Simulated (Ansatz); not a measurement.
# What Be3N2 (P-3m1) distorts into, part 3 of 3

Aim: this structure of Be3N2 (P-3m1) is to be tested for unstable modes, and one is followed downhill.

Ansatz 0.2.0; DFT PBEsol, scalar-relativistic, plane waves, PAW.

So far. Step 4 (The mode frozen in, largest atomic shift 0.14 Å): The run ends at a pressure of 1.01 GPa, with forces up to 0.082 eV/Å. Step 5 (Energy along the mode, all amplitudes (two of the runs …): The lowest of the steps tried is at 0.14 Å, 0.19 meV/atom below the parent; the bottom of the well need not coincide with a step.

## 7. The new phase in its own primitive cell

The relaxed structure is symmetrised, reduced to its primitive cell and relaxed tightly, as its phonons need.

The input, input.yaml:

```yaml
crystal:
  lattice:
    - [1.4175337693, 0.8184135033, 4.8523704506]
    - [-1.4175337693, 0.8184135033, 4.8523704506]
    - [0.0, -1.6368270065, 4.8523704506]
  atoms:
    - { symbol: Be, position: [0.2850397335, 0.2850397335, 0.2850397335] }
    - { symbol: Be, position: [0.8263142264, 0.8263142264, 0.8263142264] }
    - { symbol: Be, position: [0.056288403, 0.056288403, 0.056288403] }
    - { symbol: "N", position: [0.1715778777, 0.1715778777, 0.1715778777] }
    - { symbol: "N", position: [0.6758606855, 0.6758606855, 0.6758606855] }
kpoints:
  mp_grid: { grid: [9, 9, 9] }
hamiltonian:
  xc: pbesol
scf:
  occupations: { method: fixed }
output:
  forces: true
  stress: true
  eigenvalues: true
relax:
  adjacent_minimum: "off"
  f_tol: 0.001
  max_steps: 60
  cell: { stress_tol: 0.01 }
```

Command:

```console
$ ansatz run input.yaml --threads 4 --pin off --max-ram 7168MiB --backend cpu --events-out ev --progress --plain --runs-dir out
```

Numbers of over 12 decimals in the logs are rounded to 6 here.

Output:

```text
[...]
cell:  # Å, volume = 33.7762 Å³
    - [1.417534, 0.818414, 4.852370]
    - [-1.417534, 0.818414, 4.852370]
    - [0.0, -1.636827, 4.852370]
  atoms:
    - { symbol: Be, position: [0.285040, 0.285040, 0.285040] }
    - { symbol: Be, position: [0.826314, 0.826314, 0.826314] }
    - { symbol: Be, position: [0.056288, 0.056288, 0.056288] }
    - { symbol: N, position: [0.171578, 0.171578, 0.171578] }
    - { symbol: N, position: [0.675861, 0.675861, 0.675861] }
[key lines of the parts left out:]
SCF converged after 6 iterations
Free energy (F): -1033.511181 eV
Fermi energy:    7.984479 eV
P = ⅓ Tr σ = 0.0009 GPa (0.009 kbar)
```

Run time: 3.4 s. Hardware: 4 threads of Arm Neoverse V1, shared host; peak memory 0.36 GiB; 13 s of CPU time.

Little changed from the start: no atom moved by 0.005 Å and no cell edge by 0.1 %.

Numbers from this step:

| Quantity | Value |
| --- | --- |
| pressure | 9.47e-4 GPa |
| gap on the k-mesh | 2.850 eV |
| direct gap on mesh | 4.001 eV |

The largest force component left is 0.17 meV/Å and the pressure is 0.001 GPa, within the tolerances set. The cell now holds 6.76 Å³/atom.

## 8. Modes of the new phase, k-mesh 9×9×9

A relaxed structure may still be a saddle point, so its zone-centre modes are computed. The response to a homogeneous field gives the Born charges and the dielectric tensor, and its change with displacement the Raman tensors.

Changes to input.yaml since step 7:

```diff
@@ -18,9 +18,7 @@
 output:
-  forces: true
-  stress: true
   eigenvalues: true
-relax:
-  adjacent_minimum: "off"
-  f_tol: 0.001
-  max_steps: 60
-  cell: { stress_tol: 0.01 }
+phonons:
+  method: dfpt
+  dielectric: true
+  rigid_motions: translations
+  raman: true
```

Output:

```text
[...]
Crystal: 5 atoms, lattice volume = 33.776 Å³
Basis set: ecut = 420 eV, 671 PW (Γ), exchange–correlation on 72×72×72 points (8 copies of the dense FFT grid, shifted against one another)
Bands: 13, of which v1, the nominal top of the filled ones, is band 8 counted from 1 (7 counted from 0)
Symmetry: 6 space group operations
k-points: 205 of 729 (irreducible under 2 space group operations, time reversal used)
[...]
SCF iter   1: F=—  HF=-1033.519192 eV  |F-HF|=—  |Δ(HF+E_count)|=         —  Δρ=9.05e-3  dr2=2.67e-2  ethr=1.77e-3  ⟨swp⟩=5.2  Hψ=14590  notcnv=0  defer=603
[...]
SCF iter   8: F=-1033.511181 eV  HF=-1033.511181 eV  |F-HF|=8.87e-12  |Δ(HF+E_count)|=   2.74e-9  Δρ=5.65e-7  dr2=7.15e-11  ethr=1.00e-12  ⟨swp⟩=9.5  Hψ=17207  notcnv=0
SCF 1 converged in 8 iterations: F = -1033.511181 eV  dr2 = 7.15e-11
[...]
NSCF: frozen V_eff on 10 k-points
DFPT response loops at Γ: preconditioner auto → none (the input reference at scf.mixing.eps_inf says where Resta's filter doesn't serve); β = 0.50; Broyden in place of MSR1
── the response to a field inside a basis, on 12×12×12 k-points: an SCF that follows is theirs, and a resumed run solves both again ──
Bands: 9, of which v1, the nominal top of the filled ones, is band 8 counted from 1 (7 counted from 0)
k-points: 182 of 1728 (time reversal used)
[...]
Eigensolver: Dense (182 Hₖ)
SCF iter   1: F=—  HF=-1033.513922 eV  |F-HF|=—  |Δ(HF+E_count)|=         —  Δρ=4.27e-4  dr2=8.83e-6  ethr=1.00e-1
[...]
SCF iter   7: F=-1033.513930 eV  HF=-1033.513930 eV  |F-HF|=7.73e-12  |Δ(HF+E_count)|=  3.21e-11  Δρ=1.93e-7  dr2=1.33e-11  ethr=1.22e-12
SCF 1 converged in 7 iterations: F = -1033.513930 eV  dr2 = 1.33e-11
DFPT response loops at Γ: preconditioner auto → Resta (q_TF=auto, 2.409 Å⁻¹)  ε∞=4.7 (no band partly filled); β = 1.00, the filter's whole step (`scf.mixing.beta` (0.50) is not read by the response loops at its default; to damp them type it under 1.00, their step now; it binds the ground state too); Broyden in place of MSR1
[...]
SCF converged after 8 iterations
Free energy (F): -1033.511181 eV
[...]
Internal energy: -1033.511181 eV  (E = F + TS)
E sigma→0 (E₀):  -1033.511181 eV
Fermi energy:    7.984479 eV
[...]
--- Band table (eV; the first three rows and the last of 205) ---
  k-point 0: bands = [... 4 lower, 6.7799, 7.5318, 7.9845, 7.9845, 13.9974, 15.7800, 16.2779, 16.2779, ... 1 higher]
  k-point 1: bands = [... 4 lower, 6.5051, 7.1556, 7.4563, 7.6635, 14.4703, 15.8103, 16.5013, 16.8538, ... 1 higher]
  k-point 2: bands = [... 4 lower, 5.5338, 5.9022, 6.9663, 7.0680, 14.8314, 15.3723, 17.4601, 18.1087, ... 1 higher]
  k-point 204: bands = [... 4 lower, 6.0875, 6.5611, 7.3039, 7.5436, 15.0564, 16.4098, 17.2412, 17.6457, ... 1 higher]
--- Phonons (Γ-DFPT): 10 representative perturbations + reference, on 205 of 729 k-points (Σ response iterations 30) ---
  k mesh reduced under 2 symmetry operations, with k and −k counted as one. Each operation leaves every solved perturbation unchanged. A smaller set is not considered because the run solves the response to a homogeneous field
  ASR residual: 2.978e-4 → 0.000e0 eV/Å²; symmetrization residual: 6.328e-5 eV/Å²
  ASR residual per site (eV/Å²): 2.98e-4 1.96e-4 2.79e-4 8.88e-5 1.55e-4
[...]
ε∞ (high-frequency dielectric tensor):
        4.625268     0.000000     0.000000
        0.000000     4.625268     0.000000
        0.000000     0.000000     5.150871
  ε⁰ (static dielectric tensor: ions relaxed, cell fixed):
       12.236428     0.000000     0.000000
        0.000000    12.236428     0.000000
        0.000000     0.000000    14.952292
  ε⁰ − ε∞ (ionic part):
        7.611160     0.000000     0.000000
        0.000000     7.611160     0.000000
        0.000000     0.000000     9.801421
  softest optical mode at Γ: 354.74 cm⁻¹; the repairs (sum rule, projections) moved no ω² at Γ by more than (6.13 cm⁻¹)²
  Born effective charges Z* (e; rows j = field, columns β = displacement):
    site 0:
         1.70513    0.00000    0.00000
         0.00000    1.70513    0.00000
         0.00000    0.00000    2.17062
    site 1:
         1.65649    0.00000    0.00000
         0.00000    1.65649   -0.00000
         0.00000   -0.00000    1.58020
    site 2:
         1.67217    0.00000    0.00000
         0.00000    1.67217   -0.00000
         0.00000   -0.00000    1.61929
    site 3:
        -2.14346   -0.00000    0.00000
        -0.00000   -2.14346   -0.00000
        -0.00000   -0.00000   -2.92619
    site 4:
        -2.89033   -0.00000   -0.00000
        -0.00000   -2.89033    0.00000
        -0.00000    0.00000   -2.44392
  Z* charge neutrality: 2.417e-3 e pre-enforcement
  solved inside a basis spanned on kpoints, on 12×12×12 k-points: ε∞ is read to err by 1.5e-2, Z* by 1.1e-2 e (field_mesh: kpoints solves on kpoints); Z* is corrected for what the basis lacks
  Raman tensors (in the event stream and the table raman_tensors.tsv): an entry may err by 1.5e-2 Å², one of the second-order susceptibility by 2.2e-2 pm/V (basis, points and sum rule); their sum over the sites missed zero by 6.422e-5 Å² ahead of its enforcement
  optical modes at Γ without the LO–TO term, one row a degenerate level:
      ω (cm⁻¹)  modes    IR ((D/Å)²/amu)  static Raman (Å⁴/amu)  depolarisation
        354.74      2             0.1542                12.4001           0.750
        401.63      1            16.6997                16.2662           0.105
        471.34      2            26.9279                 4.4461           0.750
        595.51      2            30.7659                 5.2956           0.750
        705.13      1            10.1443                12.7447           0.062
        840.64      1            21.4119                 8.3409           0.073
        927.95      1             0.8514                31.4609           0.153
        938.22      2            28.0573                 2.7694           0.750
  optical modes at Γ + LO–TO along q̂ = [1.0000, 0.0000, 0.0000]:
      ω (cm⁻¹)  modes    IR ((D/Å)²/amu)  static Raman (Å⁴/amu)  depolarisation
        354.74      1             0.0771                 6.2000           0.750
        355.10      1             0.0046                 6.1157           0.750
        401.63      1            16.6997                16.2662           0.105
        471.34      1            13.4640                 2.2230           0.750
        520.09      1             0.6726                 5.0335           0.750
        595.51      1            15.3830                 2.6478           0.750
        705.13      1            10.1443                12.7447           0.062
        746.07      1             8.4921                 0.0644           0.750
        840.64      1            21.4119                 8.3409           0.073
        927.95      1             0.8514                31.4609           0.153
        938.22      1            14.0287                 1.3847           0.750
       1102.76      1            33.7833                 0.9385           0.750
  optical modes at Γ + LO–TO along q̂ = [0.0000, 1.0000, 0.0000]:
      ω (cm⁻¹)  modes    IR ((D/Å)²/amu)  static Raman (Å⁴/amu)  depolarisation
        354.74      1             0.0771                 6.2000           0.750
        355.10      1             0.0046                 6.1157           0.750
        401.63      1            16.6997                16.2662           0.105
        471.34      1            13.4640                 2.2230           0.750
        520.09      1             0.6726                 5.0335           0.750
        595.51      1            15.3830                 2.6478           0.750
        705.13      1            10.1443                12.7447           0.062
        746.07      1             8.4921                 0.0644           0.750
        840.64      1            21.4119                 8.3409           0.073
        927.95      1             0.8514                31.4609           0.153
        938.22      1            14.0287                 1.3847           0.750
       1102.76      1            33.7833                 0.9385           0.750
  optical modes at Γ + LO–TO along q̂ = [0.0000, 0.0000, 1.0000]:
      ω (cm⁻¹)  modes    IR ((D/Å)²/amu)  static Raman (Å⁴/amu)  depolarisation
        354.74      2             0.1542                12.4001           0.750
        471.34      2            26.9279                 4.4461           0.750
        507.75      1             3.2005                21.6781           0.131
        595.51      2            30.7659                 5.2956           0.750
        743.76      1             1.5605                11.2943           0.035
        924.01      1             0.3901                38.1529           0.153
        938.22      2            28.0573                 2.7694           0.750
       1078.67      1            43.9561                 5.6010           0.356
```

It took 3 min on 4 threads; peak memory 1.3 GiB; 12 min of CPU time.

Numbers from this step:

```yaml
sum_rule_residual_before_enforcement: 2.98e-4 eV/Å²
miss_of_the_charge_sum_rule: 0.002417 e
estimated_error_of_the_dielectric_tensor: 0.01487
estimated_error_of_the_born_charges: 0.01074 e
point_group: 3m
highest_optical_mode_at_the_zone_centre_no_lo_to_term: 938.2 cm⁻¹
lowest_optical_zone_centre_mode: 354.7 cm⁻¹
mean_high_frequency_dielectric_constant: 4.801
largest_born_charge_third_of_the_trace: -2.741 e
mean_static_dielectric_constant: 13.14
top_of_the_zone_centre_spectrum_with_the_field: 1103 cm⁻¹
```

Without the LO-TO term. Patterns of degenerate modes are one choice out of their space. The modes at Γ (shares of kinetic energy by element, %):

| mode | frequency (cm⁻¹) | symmetry | Be % | N % |
| --- | --- | --- | --- | --- |
| 1 | 0.0 | acoustic | 49 | 51 |
| 2 | 0.0 | acoustic | 49 | 51 |
| 3 | 0.0 | acoustic | 49 | 51 |
| 4 | 354.7 | E | 41 | 59 |
| 5 | 354.7 | E | 41 | 59 |
| 6 | 401.6 | A1 | 61 | 39 |
| 7 | 471.3 | E | 72 | 28 |
| 8 | 471.3 | E | 72 | 28 |
| 9 | 595.5 | E | 76 | 24 |
| 10 | 595.5 | E | 76 | 24 |
| 11 | 705.1 | A1 | 69 | 31 |
| 12 | 840.6 | A1 | 22 | 78 |
| 13 | 928.0 | A1 | 99 | 1 |
| 14 | 938.2 | E | 62 | 38 |
| 15 | 938.2 | E | 62 | 38 |

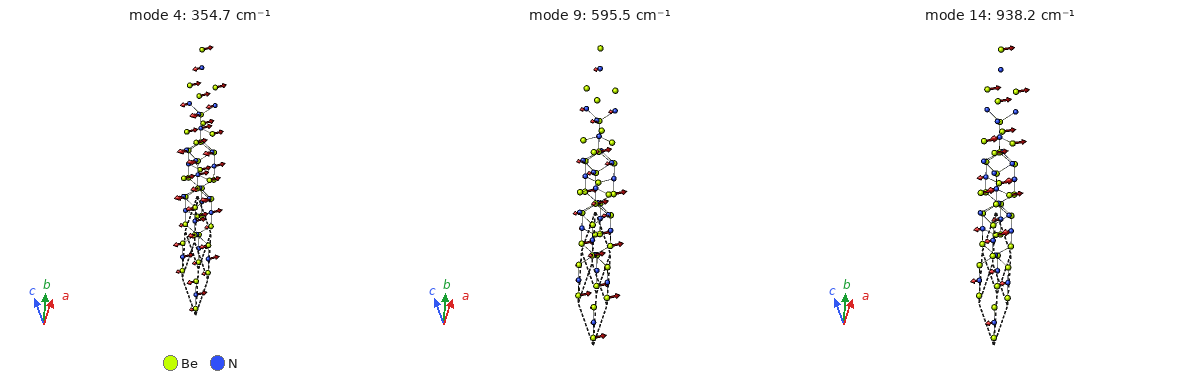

Displacement patterns of modes 4, 9 and 14 at Γ; arrows are exaggerated. Bonds to atoms that aren't drawn are left out. 2×3×2 cells are drawn.

Optical modes at the zone centre, without and with the macroscopic field of the longitudinal modes; each column is sorted by frequency, so a row need not hold one and the same mode. Modes with and without the field, by row:

| rank among optical modes | no field (cm⁻¹) | q along (1, 0, 0) (cm⁻¹) | q along (0, 0, 1) (cm⁻¹) |
| --- | --- | --- | --- |
| 1 | 354.7 | 354.7 | 354.7 |
| 2 | 354.7 | 355.1 | 354.7 |
| 3 | 401.6 | 401.6 | 471.3 |
| 4 | 471.3 | 471.3 | 471.3 |
| 5 | 471.3 | 520.1 | 507.8 |
| 6 | 595.5 | 595.5 | 595.5 |
| 7 | 595.5 | 705.1 | 595.5 |
| 8 | 705.1 | 746.1 | 743.8 |
| 9 | 840.6 | 840.6 | 924 |
| 10 | 928 | 928 | 938.2 |
| 11 | 938.2 | 938.2 | 938.2 |
| 12 | 938.2 | 1103 | 1079 |

Born charge (rows field, columns displacement) (e), principal values of the symmetric part by kind of site:

| atom | atoms with these values | low | middle | high | mean |
| --- | --- | --- | --- | --- | --- |
| Be1 | 1 | 1.71 | 1.71 | 2.17 | 1.86 |
| Be2 | 1 | 1.58 | 1.66 | 1.66 | 1.63 |
| Be3 | 1 | 1.62 | 1.67 | 1.67 | 1.65 |
| N4 | 1 | -2.93 | -2.14 | -2.14 | -2.40 |
| N5 | 1 | -2.89 | -2.89 | -2.44 | -2.74 |

In full for Be3:

```
1.67 0.00 0.00
0.00 1.67 0.00
0.00 0.00 1.62
```

High-frequency dielectric tensor:

```
4.63 0.00 0.00
0.00 4.63 0.00
0.00 0.00 5.15
```

Static dielectric tensor (ions relaxed, fixed cell):

```
12.24  0.00  0.00
 0.00 12.24  0.00
 0.00  0.00 14.95
```

Transverse modes. Infrared lines, with heights relative to the strongest:

| position (cm⁻¹) | label | relative intensity |
| --- | --- | --- |
| 355 | E | 0.5 |
| 402 | A1 | 54 |
| 471 | E | 88 |
| 596 | E | 100 |
| 705 | A1 | 33 |
| 841 | A1 | 70 |
| 928 | A1 | 2.8 |
| 938 | E | 91 |

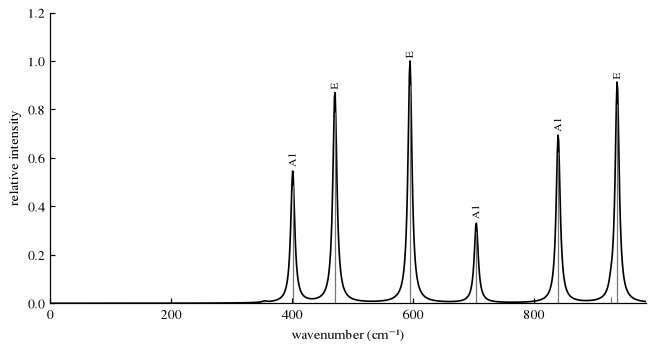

The infrared spectrum, broadened with Lorentzians of width 8 cm⁻¹; bars mark the lines.

Activity x (w_L - w)^4 (n + 1)/w, 532 nm, 300 K; modes without the macroscopic field alone. Raman lines, with heights relative to the strongest:

| position (cm⁻¹) | label | relative intensity |
| --- | --- | --- |
| 355 | E | 91 |
| 402 | A1 | 100 |
| 471 | E | 22 |
| 596 | E | 19 |
| 705 | A1 | 37 |
| 841 | A1 | 19 |
| 928 | A1 | 64 |
| 938 | E | 5.6 |

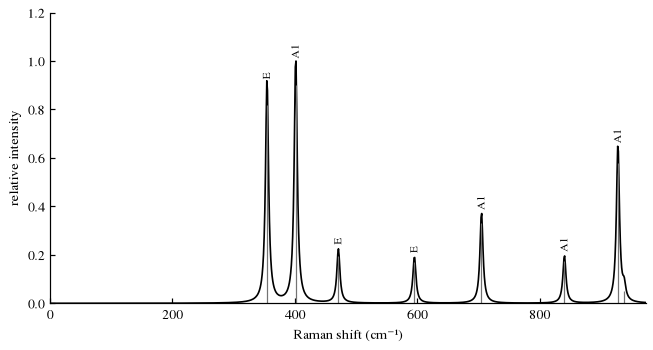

The Raman spectrum, broadened with Lorentzians of width 6 cm⁻¹; bars mark the lines.

Before it was imposed, the acoustic sum rule was missed by 3.0e-4 eV/Å² and the charge sum rule by 0.0024 e. Small misses are needed for a sound result but don't prove that mesh and cutoff are converged. The lowest optical mode is real, 355 cm⁻¹.

## 9. Results

| Property | Result |
| --- | --- |
| unstable mode of the parent | q = (0, 0, 0), 90i cm⁻¹ |
| depth at the lowest point sampled | 0.19 meV/atom |
| largest atomic shift at that point | 0.14 Å |
| space group reached (within 0.01 Å) | R3m |
| energy gained over the parent (first relaxation, on the mesh of the frozen mode) | 141 meV/atom |
| volume per atom, phase reached | 6.76 Å³ |
| gap on the k-mesh, phase reached | 2.85 eV |
| lowest optical zone-centre mode, phase reached | 355 cm⁻¹ |
| highest optical mode at the zone centre (no LO-TO term), phase reached | 938 cm⁻¹ |

**Reading.** Along this mode the structure falls into R3m, 141 meV/atom below the parent. At the parent's cell the well is 0.19 meV/atom deep on the steps tried, with its lowest point at a shift of 0.14 Å. Relaxing atoms and cell changes the gain by +140.88 meV/atom against the lowest step (energies at zero smearing). Most of the total comes from this relaxation. The new phase has no imaginary mode at the zone centre of its cell; other wavevectors were not checked. How so shallow a well moves with the k mesh was not tested. Of the 4 patterns followed to their end from this parent, this one reaches the lowest energy. Each path keeps the symmetry of its pattern, so a lower phase may lie along a pattern not tried. The program warns that the interpolation holds no quadrupole term, so branches close to Γ can be off in this crystal.

[Logs are printed without paths, hosts, clocks, repeated set-up lines and the standing remarks that a program may print on its own settings, such as how far it seeks lower states.]

[Hosts, paths, dates, database ids (printed as entryN), source tags and the programs' standing remarks are cut or masked in the printed files.]
